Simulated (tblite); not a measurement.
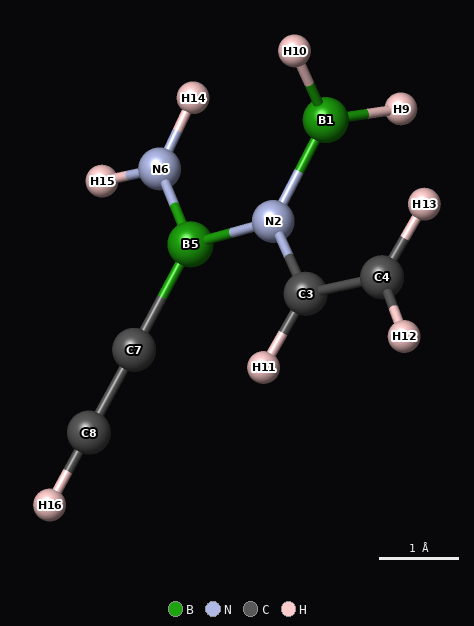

Fig. 1: The starting structure (ball-and-stick view, seen at a tilt; atoms are numbered from 1 in the order of the input). Bond lengths as drawn: B–C 1.53 Å, B–H 1.18 Å, B–N 1.40 to 1.46 Å, C–C 1.20 to 1.33 Å, C–H 1.05 to 1.08 Å, C–N 1.38 Å and H–N 1.00 Å.

## Saddle-point search, with input and output: C₄H₈B₂N₂

The run: saddle-point search of C₄H₈B₂N₂. Method and program: GFN2-xTB saddle search (eigenvector following) and harmonic vibrations, gas phase (tblite 0.8.0).

**Input file**
```
{"job": {"xc": "GFN2-xTB", "basis": "xTB", "kind": "saddle"}, "charge": 0, "multiplicity": 1}
B     -1.083767     1.495283     0.432384
N     -0.368254     0.271403     0.099341
C      1.004327     0.338432    -0.048012
C      1.720676     1.451230     0.091754
B     -1.078023    -0.959128    -0.067056
N     -2.473625    -0.989468     0.089001
C     -0.347691    -2.253464    -0.412300
C      0.213426    -3.281973    -0.683420
H     -1.473648     2.196219    -0.426479
H     -1.234383     1.795547     1.558477
H      1.478442    -0.603067    -0.293889
H      2.787498     1.445258    -0.035111
H      1.256258     2.392593     0.336284
H     -3.020170    -0.178066     0.315946
H     -3.016790    -1.827418    -0.016690
H      0.706550    -4.180427    -0.920703
```

The first line tells a small driver script what to run in tblite; the rest is the geometry in Å.

Launch command:
```bash
OMP_NUM_THREADS=1 python <driver script> task.json out
```

**Output**
```
step      E/eV     max force
  0    -569.04418   0.2007
  1    -569.04699   0.0128
  2    -569.04700   0.0000
lowest wavenumbers (cm-1): -508.5 74.2 108.5 124.9 190.0 194.1
```

**Trajectory as extended XYZ (Å, eV, eV/Å), 3 frames, from step=0 to step=2**
```
16
Properties=species:S:1:pos:R:3:forces:R:3 step=0 energy=-569.04418
B    -1.0838    1.4953    0.4324    0.1740   0.1000   0.0000
N    -0.3683    0.2714    0.0993   -0.0600  -0.0380  -0.0030
C     1.0043    0.3384   -0.0480    0.0030   0.0140   0.0040
C     1.7207    1.4512    0.0918    0.0000   0.0040   0.0020
B    -1.0780   -0.9591   -0.0671    0.0140   0.0000  -0.0020
N    -2.4736   -0.9895    0.0890   -0.0030  -0.0010   0.0010
C    -0.3477   -2.2535   -0.4123   -0.0010  -0.0020   0.0000
C     0.2134   -3.2820   -0.6834    0.0000  -0.0010   0.0000
H    -1.4736    2.1962   -0.4265   -0.0660  -0.0380  -0.0010
H    -1.2344    1.7955    1.5585   -0.0600  -0.0350   0.0010
H     1.4784   -0.6031   -0.2939   -0.0040   0.0000   0.0010
H     2.7875    1.4453   -0.0351    0.0000  -0.0020   0.0000
H     1.2563    2.3926    0.3363    0.0060  -0.0060  -0.0030
H    -3.0202   -0.1781    0.3159   -0.0030   0.0030   0.0010
H    -3.0168   -1.8274   -0.0167   -0.0010   0.0010   0.0000
H     0.7066   -4.1804   -0.9207    0.0010   0.0000   0.0000
16
Properties=species:S:1:pos:R:3:forces:R:3 step=1 energy=-569.04699
B    -1.0767    1.4996    0.4300   -0.0060   0.0090   0.0060
N    -0.3633    0.2738    0.0993    0.0000   0.0010   0.0000
C     1.0094    0.3382   -0.0484    0.0000   0.0000   0.0000
C     1.7279    1.4496    0.0917    0.0000   0.0000   0.0000
B    -1.0753   -0.9557   -0.0653    0.0000   0.0000   0.0000
N    -2.4708   -0.9836    0.0924    0.0000   0.0000   0.0000
C    -0.3474   -2.2510   -0.4118    0.0000   0.0000   0.0000
C     0.2122   -3.2799   -0.6848    0.0000   0.0000   0.0000
H    -1.4960    2.1820   -0.4305    0.0030  -0.0060   0.0060
H    -1.2635    1.7815    1.5559    0.0020  -0.0040  -0.0120
H     1.4817   -0.6043   -0.2938    0.0000   0.0000   0.0000
H     2.7947    1.4415   -0.0348    0.0000   0.0000   0.0000
H     1.2652    2.3919    0.3359    0.0000   0.0000   0.0000
H    -3.0156   -0.1713    0.3200    0.0000   0.0000   0.0000
H    -3.0155   -1.8206   -0.0126    0.0000   0.0000   0.0000
H     0.7039   -4.1787   -0.9236    0.0000   0.0000   0.0000
16
Properties=species:S:1:pos:R:3:forces:R:3 step=2 energy=-569.04700
B    -1.0769    1.4997    0.4299    0.0000   0.0000   0.0000
N    -0.3634    0.2740    0.0993    0.0000   0.0000   0.0000
C     1.0093    0.3383   -0.0483    0.0000   0.0000   0.0000
C     1.7280    1.4495    0.0917    0.0000   0.0000   0.0000
B    -1.0753   -0.9556   -0.0653    0.0000   0.0000   0.0000
N    -2.4708   -0.9836    0.0925    0.0000   0.0000   0.0000
C    -0.3474   -2.2509   -0.4118    0.0000   0.0000   0.0000
C     0.2122   -3.2798   -0.6849    0.0000   0.0000   0.0000
H    -1.4959    2.1817   -0.4304    0.0000   0.0000   0.0000
H    -1.2636    1.7813    1.5554    0.0000   0.0000   0.0000
H     1.4815   -0.6043   -0.2937    0.0000   0.0000   0.0000
H     2.7948    1.4413   -0.0348    0.0000   0.0000   0.0000
H     1.2655    2.3919    0.3359    0.0000   0.0000   0.0000
H    -3.0157   -0.1714    0.3201    0.0000   0.0000   0.0000
H    -3.0155   -1.8207   -0.0125    0.0000   0.0000   0.0000
H     0.7040   -4.1785   -0.9238    0.0000   0.0000   0.0000
```

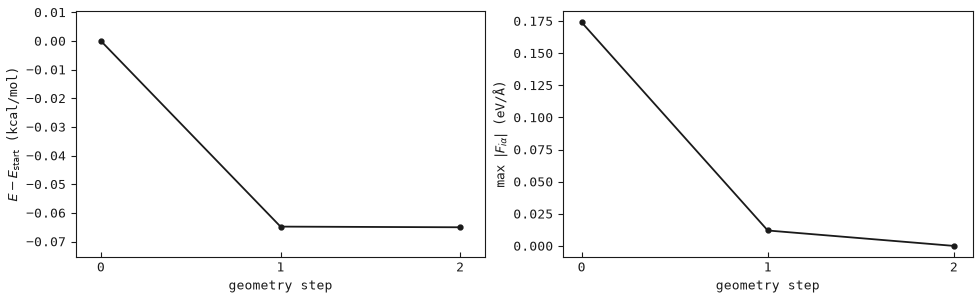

Fig. 2: Progress of the saddle-point search, step by step (steps are counted from 0).

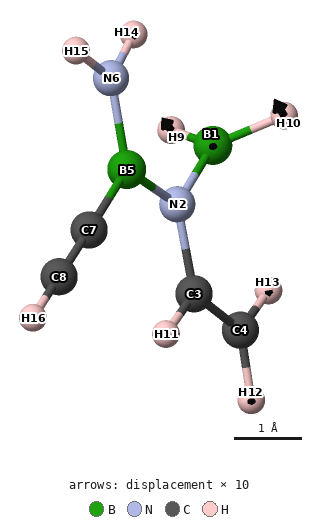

Fig. 3: The starting structure with the displacements as black arrows, magnified 10 times (ball-and-stick view, seen at a tilt). The two geometries are laid on each other by the best rigid fit. H10 moves most after the best rigid fit: 0.033 Å. Largest moves by element: H 0.033 Å, B 0.009 Å, C 0.007 Å, N 0.007 Å. After 2 geometry steps the energy has fallen by 0.07 kcal/mol. The largest force component goes from 0.17 to under 0.0001 eV/Å. (Atoms are counted from 1 in the order of the input.)

**Summary**

| quantity | value |
| --- | --- |
| outcome | converged |
| total energy | −569.0470 eV |
| point group | Cs |
| hardware | 1 CPU thread, shared host |
| wall time | 1.8 s |
| peak memory | 0.2 GiB |
